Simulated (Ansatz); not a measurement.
**C₃H₈Si₂: molecular dynamics (part 1 of 4)**

System: C₃H₈Si₂.
Method: RKS PBE0-D4/6-31G* (Ansatz 0.2.0).

It belongs to a series of runs on one base structure; here: dynamics from the highest image of the converged band. Figures and captions count atoms from 1; the log counts them from 0 in places.

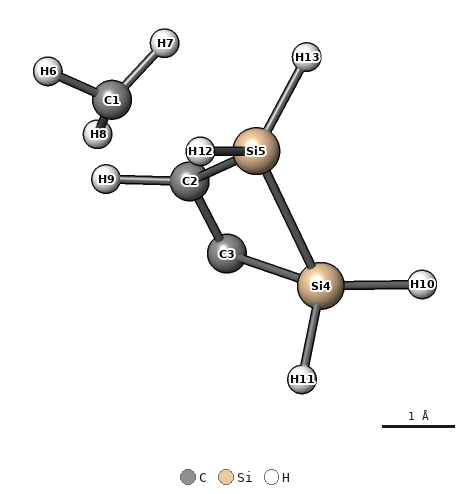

Fig. 1: The input geometry (ball-and-stick view, seen at a tilt; atoms are numbered from 1 in the order of the input). Bond lengths as drawn: C–C 1.37 Å, C–H 1.09 to 1.18 Å, C–Si 1.89 to 1.92 Å, H–Si 1.49 to 1.50 Å and Si–Si 2.34 Å.

**Input**
```yaml
crystal:
  periodic: [false, false, false]
  atoms:
    - { symbol: C, position_ang: [-1.960416, 0.259369, 0.638626] }
    - { symbol: C, position_ang: [-0.241673, -0.196429, 0.231421] }
    - { symbol: C, position_ang: [-0.101252, -1.466565, -0.272757] }
    - { symbol: Si, position_ang: [1.673923, -1.12252, -0.908417] }
    - { symbol: Si, position_ang: [1.14078, 1.03204, -0.168539] }
    - { symbol: H, position_ang: [-2.167226, 0.863744, 1.530195] }
    - { symbol: H, position_ang: [-2.120339, 0.865869, -0.250263] }
    - { symbol: H, position_ang: [-2.52799, -0.670666, 0.604942] }
    - { symbol: H, position_ang: [-0.812757, -0.210707, 1.26001] }
    - { symbol: H, position_ang: [1.909106, -1.36685, -2.362523] }
    - { symbol: H, position_ang: [2.719547, -1.851873, -0.133343] }
    - { symbol: H, position_ang: [1.782387, 1.737743, 0.986294] }
    - { symbol: H, position_ang: [0.726409, 2.092245, -1.140746] }
basis:
  gaussian: { orbitals: "6-31G*" }
hamiltonian:
  xc: pbe0
  dispersion: d4
md:
  timestep: 0.5
  n_steps: 200
  ensemble: nve
  temperature: 100.0
  initial_velocities: maxwell_boltzmann
  seed: 7049
```

Run on 2 threads of Intel Xeon (Granite Rapids), 16 GiB of memory available, shared host.

Run as:
```bash
ansatz run input.yaml --threads 2 --pin off --max-ram 3072MiB --backend cpu --events-out ev --progress --plain --runs-dir out
```

**Log**
```
Engine: ansatz 0.2.0, x86_64-unknown-linux-gnu
Functional definition: PBE0
  parameter a = 0.25
  parameter kappa = 0.804
  parameter beta = 0.06672455060314922
  exchange = (1 - a)*pbe_x(kappa = kappa, mu = beta*pi^2/3) + a*exact_x
  correlation = pbe_c(beta = beta)
1115 factors; integrals over basis functions are off by at most 6.9e-4 eV
mean field evaluation 1: about -18974.4134 eV, gradient 4.1e1 eV
mean field evaluation 2: about -18970.3516 eV, gradient 5.3e1 eV
mean field evaluation 4: about -18978.8307 eV, gradient 4.3e0 eV
mean field evaluation 8: about -18978.8996 eV, gradient 3.9e-1 eV
mean field evaluation 16: about -18978.9000 eV, gradient 8.8e-5 eV
mean field -18978.89997144 eV, -697.4617095899 hartree, gradient 8.8e-5 eV, S^2 0.000000; 0 other end points of the search recorded, 0 dependent functions left out
the calculation of the forces begins
reference -18978.89999982 eV, -697.4617106329 hartree; 27, 27 occupied and 72, 72 virtual orbitals, 1115 factors
md step     0: t =     0.00 fs  T =   100.0 K  F+E_penalty+E_count = -18979.17089596 eV  E_kin = 0.142186 eV  conserved = -18979.02870997 eV  (28 SCF iters)
these checks for a lower state are left out or cut short: starts, cluster_reference, orbital_swaps, neighbouring_geometries, increment
1115 factors; integrals over basis functions are off by at most 6.8e-4 eV
mean field -18978.89780005 eV, -697.4616297930 hartree, gradient 1.2e-5 eV, S^2 0.000000; 0 other end points of the search recorded, 0 dependent functions left out
the calculation of the forces begins
reference -18978.89782842 eV, -697.4616308353 hartree; 27, 27 occupied and 72, 72 virtual orbitals, 1115 factors
md step     1: t =     0.50 fs  T =    98.5 K  F+E_penalty+E_count = -18979.16878588 eV  E_kin = 0.140100 eV  conserved = -18979.02868562 eV  (26 SCF iters)
[... from here on the SCF iterations and repeated set-up lines of each step are left out, up to the last step ...]
md step     2: t =     1.00 fs  T =    94.4 K  F+E_penalty+E_count = -18979.16281542 eV  E_kin = 0.134196 eV  conserved = -18979.02861907 eV  (26 SCF iters)
md step     3: t =     1.50 fs  T =    88.3 K  F+E_penalty+E_count = -18979.15402787 eV  E_kin = 0.125501 eV  conserved = -18979.02852689 eV  (26 SCF iters)
md step     4: t =     2.00 fs  T =    81.2 K  F+E_penalty+E_count = -18979.14386783 eV  E_kin = 0.115435 eV  conserved = -18979.02843301 eV  (25 SCF iters)
md step     5: t =     2.50 fs  T =    74.2 K  F+E_penalty+E_count = -18979.13380672 eV  E_kin = 0.105446 eV  conserved = -18979.02836100 eV  (24 SCF iters)
md step     6: t =     3.00 fs  T =    68.0 K  F+E_penalty+E_count = -18979.12497820 eV  E_kin = 0.096653 eV  conserved = -18979.02832520 eV  (24 SCF iters)
md step     7: t =     3.50 fs  T =    63.0 K  F+E_penalty+E_count = -18979.11795319 eV  E_kin = 0.089627 eV  conserved = -18979.02832662 eV  (25 SCF iters)
md step     8: t =     4.00 fs  T =    59.3 K  F+E_penalty+E_count = -18979.11272090 eV  E_kin = 0.084367 eV  conserved = -18979.02835421 eV  (25 SCF iters)
md step     9: t =     4.50 fs  T =    56.6 K  F+E_penalty+E_count = -18979.10885531 eV  E_kin = 0.080464 eV  conserved = -18979.02839148 eV  (27 SCF iters)
md step    10: t =     5.00 fs  T =    54.4 K  F+E_penalty+E_count = -18979.10577303 eV  E_kin = 0.077350 eV  conserved = -18979.02842260 eV  (27 SCF iters)
md step    11: t =     5.50 fs  T =    52.4 K  F+E_penalty+E_count = -18979.10297854 eV  E_kin = 0.074540 eV  conserved = -18979.02843809 eV  (27 SCF iters)
md step    12: t =     6.00 fs  T =    50.5 K  F+E_penalty+E_count = -18979.10021810 eV  E_kin = 0.071782 eV  conserved = -18979.02843562 eV  (27 SCF iters)
md step    13: t =     6.50 fs  T =    48.6 K  F+E_penalty+E_count = -18979.09752034 eV  E_kin = 0.069102 eV  conserved = -18979.02841878 eV  (27 SCF iters)
md step    14: t =     7.00 fs  T =    46.9 K  F+E_penalty+E_count = -18979.09514106 eV  E_kin = 0.066747 eV  conserved = -18979.02839444 eV  (27 SCF iters)
md step    15: t =     7.50 fs  T =    45.8 K  F+E_penalty+E_count = -18979.09345285 eV  E_kin = 0.065082 eV  conserved = -18979.02837074 eV  (27 SCF iters)
md step    16: t =     8.00 fs  T =    45.3 K  F+E_penalty+E_count = -18979.09282091 eV  E_kin = 0.064467 eV  conserved = -18979.02835383 eV  (27 SCF iters)
md step    17: t =     8.50 fs  T =    45.8 K  F+E_penalty+E_count = -18979.09350566 eV  E_kin = 0.065159 eV  conserved = -18979.02834660 eV  (27 SCF iters)
md step    18: t =     9.00 fs  T =    47.3 K  F+E_penalty+E_count = -18979.09561659 eV  E_kin = 0.067269 eV  conserved = -18979.02834797 eV  (27 SCF iters)
md step    19: t =     9.50 fs  T =    49.8 K  F+E_penalty+E_count = -18979.09912955 eV  E_kin = 0.070776 eV  conserved = -18979.02835308 eV  (27 SCF iters)
md step    20: t =    10.00 fs  T =    53.2 K  F+E_penalty+E_count = -18979.10396223 eV  E_kin = 0.075607 eV  conserved = -18979.02835508 eV  (27 SCF iters)
md step    21: t =    10.50 fs  T =    57.5 K  F+E_penalty+E_count = -18979.11008095 eV  E_kin = 0.081733 eV  conserved = -18979.02834795 eV  (29 SCF iters)
md step    22: t =    11.00 fs  T =    62.8 K  F+E_penalty+E_count = -18979.11759445 eV  E_kin = 0.089265 eV  conserved = -18979.02832936 eV  (27 SCF iters)
md step    23: t =    11.50 fs  T =    69.3 K  F+E_penalty+E_count = -18979.12678631 eV  E_kin = 0.098483 eV  conserved = -18979.02830351 eV  (26 SCF iters)
md step    24: t =    12.00 fs  T =    77.2 K  F+E_penalty+E_count = -18979.13805099 eV  E_kin = 0.109771 eV  conserved = -18979.02828043 eV  (26 SCF iters)
md step    25: t =    12.50 fs  T =    86.8 K  F+E_penalty+E_count = -18979.15174306 eV  E_kin = 0.123471 eV  conserved = -18979.02827224 eV  (27 SCF iters)
md step    26: t =    13.00 fs  T =    98.3 K  F+E_penalty+E_count = -18979.16799746 eV  E_kin = 0.139710 eV  conserved = -18979.02828728 eV  (26 SCF iters)
md step    27: t =    13.50 fs  T =   111.3 K  F+E_penalty+E_count = -18979.18660881 eV  E_kin = 0.158283 eV  conserved = -18979.02832585 eV  (26 SCF iters)
md step    28: t =    14.00 fs  T =   125.7 K  F+E_penalty+E_count = -18979.20703912 eV  E_kin = 0.178661 eV  conserved = -18979.02837859 eV  (31 SCF iters)
md step    29: t =    14.50 fs  T =   140.8 K  F+E_penalty+E_count = -18979.22856738 eV  E_kin = 0.200137 eV  conserved = -18979.02843080 eV  (31 SCF iters)
md step    30: t =    15.00 fs  T =   156.2 K  F+E_penalty+E_count = -18979.25052208 eV  E_kin = 0.222053 eV  conserved = -18979.02846883 eV  (31 SCF iters)
md step    31: t =    15.50 fs  T =   171.6 K  F+E_penalty+E_count = -18979.27250163 eV  E_kin = 0.244017 eV  conserved = -18979.02848421 eV  (31 SCF iters)
md step    32: t =    16.00 fs  T =   187.1 K  F+E_penalty+E_count = -18979.29450766 eV  E_kin = 0.266031 eV  conserved = -18979.02847638 eV  (31 SCF iters)
md step    33: t =    16.50 fs  T =   202.9 K  F+E_penalty+E_count = -18979.31695999 eV  E_kin = 0.288510 eV  conserved = -18979.02845008 eV  (31 SCF iters)
md step    34: t =    17.00 fs  T =   219.6 K  F+E_penalty+E_count = -18979.34062311 eV  E_kin = 0.312213 eV  conserved = -18979.02841035 eV  (31 SCF iters)
md step    35: t =    17.50 fs  T =   237.8 K  F+E_penalty+E_count = -18979.36650515 eV  E_kin = 0.338144 eV  conserved = -18979.02836131 eV  (31 SCF iters)
md step    36: t =    18.00 fs  T =   258.4 K  F+E_penalty+E_count = -18979.39577132 eV  E_kin = 0.367467 eV  conserved = -18979.02830454 eV  (31 SCF iters)
md step    37: t =    18.50 fs  T =   282.3 K  F+E_penalty+E_count = -18979.42968082 eV  E_kin = 0.401437 eV  conserved = -18979.02824332 eV  (31 SCF iters)
md step    38: t =    19.00 fs  T =   310.4 K  F+E_penalty+E_count = -18979.46949603 eV  E_kin = 0.441308 eV  conserved = -18979.02818756 eV  (31 SCF iters)
md step    39: t =    19.50 fs  T =   343.3 K  F+E_penalty+E_count = -18979.51630025 eV  E_kin = 0.488147 eV  conserved = -18979.02815326 eV  (31 SCF iters)
md step    40: t =    20.00 fs  T =   381.6 K  F+E_penalty+E_count = -18979.57072889 eV  E_kin = 0.542556 eV  conserved = -18979.02817301 eV  (31 SCF iters, 3 dispersion substeps)
md step    41: t =    20.50 fs  T =   425.1 K  F+E_penalty+E_count = -18979.63270500 eV  E_kin = 0.604457 eV  conserved = -18979.02824832 eV  (28 SCF iters, 3 dispersion substeps)
md step    42: t =    21.00 fs  T =   473.3 K  F+E_penalty+E_count = -18979.70129109 eV  E_kin = 0.672921 eV  conserved = -18979.02836979 eV  (31 SCF iters, 3 dispersion substeps)
md step    43: t =    21.50 fs  T =   524.6 K  F+E_penalty+E_count = -18979.77447845 eV  E_kin = 0.745965 eV  conserved = -18979.02851328 eV  (31 SCF iters, 3 dispersion substeps)
md step    44: t =    22.00 fs  T =   577.1 K  F+E_penalty+E_count = -18979.84921821 eV  E_kin = 0.820584 eV  conserved = -18979.02863376 eV  (31 SCF iters, 3 dispersion substeps)
md step    45: t =    22.50 fs  T =   628.9 K  F+E_penalty+E_count = -18979.92296074 eV  E_kin = 0.894266 eV  conserved = -18979.02869479 eV  (30 SCF iters, 3 dispersion substeps)
md step    46: t =    23.00 fs  T =   679.5 K  F+E_penalty+E_count = -18979.99484927 eV  E_kin = 0.966150 eV  conserved = -18979.02869966 eV  (30 SCF iters, 3 dispersion substeps)
md step    47: t =    23.50 fs  T =   728.9 K  F+E_penalty+E_count = -18980.06510717 eV  E_kin = 1.036443 eV  conserved = -18979.02866453 eV  (30 SCF iters, 3 dispersion substeps)
md step    48: t =    24.00 fs  T =   777.8 K  F+E_penalty+E_count = -18980.13447015 eV  E_kin = 1.105860 eV  conserved = -18979.02861026 eV  (30 SCF iters, 3 dispersion substeps)
md step    49: t =    24.50 fs  T =   826.6 K  F+E_penalty+E_count = -18980.20392430 eV  E_kin = 1.175366 eV  conserved = -18979.02855801 eV  (30 SCF iters, 3 dispersion substeps)
md step    50: t =    25.00 fs  T =   876.3 K  F+E_penalty+E_count = -18980.27443638 eV  E_kin = 1.245910 eV  conserved = -18979.02852661 eV  (30 SCF iters, 3 dispersion substeps)
md step    51: t =    25.50 fs  T =   927.1 K  F+E_penalty+E_count = -18980.34666881 eV  E_kin = 1.318137 eV  conserved = -18979.02853151 eV  (30 SCF iters, 3 dispersion substeps)
md step    52: t =    26.00 fs  T =   979.1 K  F+E_penalty+E_count = -18980.42072987 eV  E_kin = 1.392146 eV  conserved = -18979.02858349 eV  (30 SCF iters, 3 dispersion substeps)
md step    53: t =    26.50 fs  T =  1032.0 K  F+E_penalty+E_count = -18980.49600040 eV  E_kin = 1.467315 eV  conserved = -18979.02868514 eV  (30 SCF iters, 3 dispersion substeps)
md step    54: t =    27.00 fs  T =  1084.7 K  F+E_penalty+E_count = -18980.57108799 eV  E_kin = 1.542262 eV  conserved = -18979.02882621 eV  (30 SCF iters, 3 dispersion substeps)
md step    55: t =    27.50 fs  T =  1135.8 K  F+E_penalty+E_count = -18980.64396639 eV  E_kin = 1.614982 eV  conserved = -18979.02898452 eV  (30 SCF iters, 3 dispersion substeps)
md step    56: t =    28.00 fs  T =  1183.8 K  F+E_penalty+E_count = -18980.71231729 eV  E_kin = 1.683190 eV  conserved = -18979.02912767 eV  (30 SCF iters, 3 dispersion substeps)
md step    57: t =    28.50 fs  T =  1227.1 K  F+E_penalty+E_count = -18980.77403403 eV  E_kin = 1.744814 eV  conserved = -18979.02921979 eV  (30 SCF iters, 3 dispersion substeps)
md step    58: t =    29.00 fs  T =  1264.9 K  F+E_penalty+E_count = -18980.82775382 eV  E_kin = 1.798516 eV  conserved = -18979.02923800 eV  (30 SCF iters, 3 dispersion substeps)
md step    59: t =    29.50 fs  T =  1296.9 K  F+E_penalty+E_count = -18980.87319451 eV  E_kin = 1.844009 eV  conserved = -18979.02918586 eV  (30 SCF iters, 3 dispersion substeps)
md step    60: t =    30.00 fs  T =  1323.6 K  F+E_penalty+E_count = -18980.91109667 eV  E_kin = 1.882000 eV  conserved = -18979.02909711 eV  (28 SCF iters, 3 dispersion substeps)
md step    61: t =    30.50 fs  T =  1345.9 K  F+E_penalty+E_count = -18980.94273310 eV  E_kin = 1.913714 eV  conserved = -18979.02901870 eV  (30 SCF iters, 3 dispersion substeps)
md step    62: t =    31.00 fs  T =  1364.6 K  F+E_penalty+E_count = -18980.96922674 eV  E_kin = 1.940243 eV  conserved = -18979.02898363 eV  (30 SCF iters, 3 dispersion substeps)
md step    63: t =    31.50 fs  T =  1379.9 K  F+E_penalty+E_count = -18980.99107961 eV  E_kin = 1.962089 eV  conserved = -18979.02899040 eV  (30 SCF iters, 3 dispersion substeps)
md step    64: t =    32.00 fs  T =  1392.0 K  F+E_penalty+E_count = -18981.00819900 eV  E_kin = 1.979190 eV  conserved = -18979.02900938 eV  (30 SCF iters, 3 dispersion substeps)
md step    65: t =    32.50 fs  T =  1400.5 K  F+E_penalty+E_count = -18981.02034154 eV  E_kin = 1.991336 eV  conserved = -18979.02900546 eV  (30 SCF iters, 3 dispersion substeps)
md step    66: t =    33.00 fs  T =  1405.7 K  F+E_penalty+E_count = -18981.02762242 eV  E_kin = 1.998657 eV  conserved = -18979.02896497 eV  (30 SCF iters, 3 dispersion substeps)
md step    67: t =    33.50 fs  T =  1407.9 K  F+E_penalty+E_count = -18981.03072895 eV  E_kin = 2.001830 eV  conserved = -18979.02889929 eV  (29 SCF iters, 3 dispersion substeps)
md step    68: t =    34.00 fs  T =  1408.0 K  F+E_penalty+E_count = -18981.03075883 eV  E_kin = 2.001926 eV  conserved = -18979.02883257 eV  (31 SCF iters, 3 dispersion substeps)
md step    69: t =    34.50 fs  T =  1406.7 K  F+E_penalty+E_count = -18981.02885367 eV  E_kin = 2.000067 eV  conserved = -18979.02878678 eV  (31 SCF iters, 3 dispersion substeps)
md step    70: t =    35.00 fs  T =  1404.6 K  F+E_penalty+E_count = -18981.02585655 eV  E_kin = 1.997084 eV  conserved = -18979.02877208 eV  (31 SCF iters, 3 dispersion substeps)
md step    71: t =    35.50 fs  T =  1401.9 K  F+E_penalty+E_count = -18981.02212809 eV  E_kin = 1.993339 eV  conserved = -18979.02878927 eV  (31 SCF iters, 3 dispersion substeps)
md step    72: t =    36.00 fs  T =  1398.7 K  F+E_penalty+E_count = -18981.01752005 eV  E_kin = 1.988689 eV  conserved = -18979.02883154 eV  (31 SCF iters, 3 dispersion substeps)
md step    73: t =    36.50 fs  T =  1394.4 K  F+E_penalty+E_count = -18981.01146667 eV  E_kin = 1.982578 eV  conserved = -18979.02888867 eV  (31 SCF iters, 3 dispersion substeps)
md step    74: t =    37.00 fs  T =  1388.5 K  F+E_penalty+E_count = -18981.00314575 eV  E_kin = 1.974199 eV  conserved = -18979.02894679 eV  (31 SCF iters, 3 dispersion substeps)
md step    75: t =    37.50 fs  T =  1380.4 K  F+E_penalty+E_count = -18980.99169381 eV  E_kin = 1.962704 eV  conserved = -18979.02899010 eV  (31 SCF iters, 3 dispersion substeps)
md step    76: t =    38.00 fs  T =  1369.7 K  F+E_penalty+E_count = -18980.97645980 eV  E_kin = 1.947459 eV  conserved = -18979.02900037 eV  (31 SCF iters, 3 dispersion substeps)
md step    77: t =    38.50 fs  T =  1356.2 K  F+E_penalty+E_count = -18980.95728482 eV  E_kin = 1.928322 eV  conserved = -18979.02896263 eV  (31 SCF iters, 3 dispersion substeps)
md step    78: t =    39.00 fs  T =  1340.4 K  F+E_penalty+E_count = -18980.93474627 eV  E_kin = 1.905877 eV  conserved = -18979.02886936 eV  (31 SCF iters, 3 dispersion substeps)
md step    79: t =    39.50 fs  T =  1323.3 K  F+E_penalty+E_count = -18980.91026968 eV  E_kin = 1.881542 eV  conserved = -18979.02872780 eV  (28 SCF iters, 3 dispersion substeps)
md step    80: t =    40.00 fs  T =  1306.3 K  F+E_penalty+E_count = -18980.88599062 eV  E_kin = 1.857423 eV  conserved = -18979.02856716 eV  (31 SCF iters, 3 dispersion substeps)
md step    81: t =    40.50 fs  T =  1291.2 K  F+E_penalty+E_count = -18980.86430362 eV  E_kin = 1.835873 eV  conserved = -18979.02843040 eV  (30 SCF iters, 3 dispersion substeps)
md step    82: t =    41.00 fs  T =  1279.2 K  F+E_penalty+E_count = -18980.84720919 eV  E_kin = 1.818853 eV  conserved = -18979.02835616 eV  (31 SCF iters, 3 dispersion substeps)
md step    83: t =    41.50 fs  T =  1271.1 K  F+E_penalty+E_count = -18980.83573246 eV  E_kin = 1.807373 eV  conserved = -18979.02835931 eV  (31 SCF iters, 3 dispersion substeps)
md step    84: t =    42.00 fs  T =  1266.9 K  F+E_penalty+E_count = -18980.82971411 eV  E_kin = 1.801293 eV  conserved = -18979.02842117 eV  (31 SCF iters, 3 dispersion substeps)
md step    85: t =    42.50 fs  T =  1265.7 K  F+E_penalty+E_count = -18980.82809436 eV  E_kin = 1.799592 eV  conserved = -18979.02850229 eV  (31 SCF iters, 3 dispersion substeps)
md step    86: t =    43.00 fs  T =  1266.6 K  F+E_penalty+E_count = -18980.82951187 eV  E_kin = 1.800946 eV  conserved = -18979.02856586 eV  (31 SCF iters, 3 dispersion substeps)
md step    87: t =    43.50 fs  T =  1269.0 K  F+E_penalty+E_count = -18980.83288287 eV  E_kin = 1.804290 eV  conserved = -18979.02859279 eV  (31 SCF iters, 3 dispersion substeps)
md step    88: t =    44.00 fs  T =  1272.4 K  F+E_penalty+E_count = -18980.83771592 eV  E_kin = 1.809132 eV  conserved = -18979.02858367 eV  (31 SCF iters, 3 dispersion substeps)
md step    89: t =    44.50 fs  T =  1276.9 K  F+E_penalty+E_count = -18980.84412308 eV  E_kin = 1.815573 eV  conserved = -18979.02855000 eV  (31 SCF iters, 3 dispersion substeps)
md step    90: t =    45.00 fs  T =  1282.9 K  F+E_penalty+E_count = -18980.85264350 eV  E_kin = 1.824136 eV  conserved = -18979.02850715 eV  (31 SCF iters, 3 dispersion substeps)
md step    91: t =    45.50 fs  T =  1290.9 K  F+E_penalty+E_count = -18980.86399860 eV  E_kin = 1.835530 eV  conserved = -18979.02846856 eV  (31 SCF iters, 3 dispersion substeps)
md step    92: t =    46.00 fs  T =  1301.4 K  F+E_penalty+E_count = -18980.87885139 eV  E_kin = 1.850404 eV  conserved = -18979.02844768 eV  (31 SCF iters, 3 dispersion substeps)
md step    93: t =    46.50 fs  T =  1314.6 K  F+E_penalty+E_count = -18980.89758206 eV  E_kin = 1.869127 eV  conserved = -18979.02845515 eV  (31 SCF iters, 3 dispersion substeps)
md step    94: t =    47.00 fs  T =  1330.4 K  F+E_penalty+E_count = -18980.92010940 eV  E_kin = 1.891613 eV  conserved = -18979.02849649 eV  (31 SCF iters, 3 dispersion substeps)
md step    95: t =    47.50 fs  T =  1348.4 K  F+E_penalty+E_count = -18980.94579392 eV  E_kin = 1.917223 eV  conserved = -18979.02857072 eV  (31 SCF iters, 3 dispersion substeps)
md step    96: t =    48.00 fs  T =  1367.8 K  F+E_penalty+E_count = -18980.97345600 eV  E_kin = 1.944788 eV  conserved = -18979.02866810 eV  (31 SCF iters, 3 dispersion substeps)
md step    97: t =    48.50 fs  T =  1387.4 K  F+E_penalty+E_count = -18981.00152934 eV  E_kin = 1.972758 eV  conserved = -18979.02877182 eV  (31 SCF iters, 3 dispersion substeps)
md step    98: t =    49.00 fs  T =  1406.2 K  F+E_penalty+E_count = -18981.02833024 eV  E_kin = 1.999469 eV  conserved = -18979.02886162 eV  (28 SCF iters, 3 dispersion substeps)
md step    99: t =    49.50 fs  T =  1423.1 K  F+E_penalty+E_count = -18981.05238289 eV  E_kin = 2.023465 eV  conserved = -18979.02891793 eV  (31 SCF iters, 3 dispersion substeps)
md step   100: t =    50.00 fs  T =  1437.4 K  F+E_penalty+E_count = -18981.07270771 eV  E_kin = 2.043775 eV  conserved = -18979.02893288 eV  (31 SCF iters, 3 dispersion substeps)
md step   101: t =    50.50 fs  T =  1448.8 K  F+E_penalty+E_count = -18981.08894607 eV  E_kin = 2.060032 eV  conserved = -18979.02891402 eV  (31 SCF iters, 3 dispersion substeps)
```
